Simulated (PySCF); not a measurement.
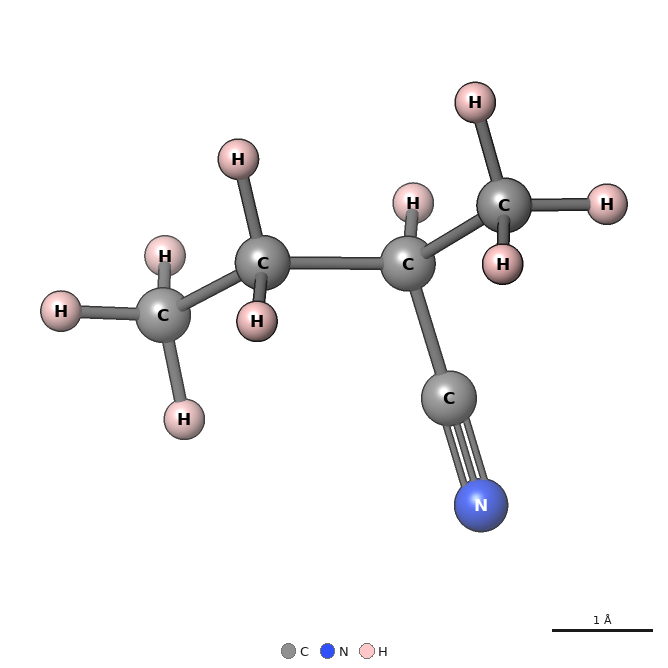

Atoms fade into the background with distance from the viewer. The computed structure is the end point of a PBE0-D3(BJ)/def2-SVP optimisation. No frequency run is at hand to confirm it as a minimum. Masses are those of the most abundant isotopes; constants are for the rigid equilibrium geometry.

### What kind of rotor is it, and what are its rotational constants in GHz?

An asymmetric top (C1): A = 4.07, B = 3.15, C = 1.92 GHz. Ray's parameter κ is 0.15, midway between the limits.
